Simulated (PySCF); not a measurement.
```xyz
2

Ru    0.0000    0.0000   -0.3136
F     0.0000    0.0000    1.6824
```

Core potentials replace the inner electrons of Ru.

Method: PySCF, PBE0/def2-TZVPPD, non-relativistic Hamiltonian with scalar-relativistic core potentials where named, at a bond length of 1.996 Å.

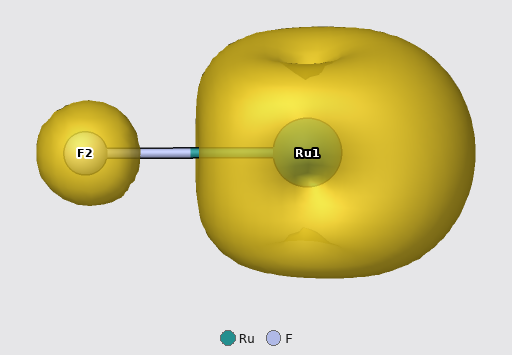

RuF (charge −1, quintet). Isosurfaces of the spin density at +0.1 (yellow) and −0.1 e/Å³ (cyan), seen from one side.

> Where is the unpaired spin?

The unpaired spin (4 electrons) lies mostly on Ru1 (about 3.8) and F2 (about 0.2), in electrons by Hirshfeld's partition. Only one sign reaches the isovalue.
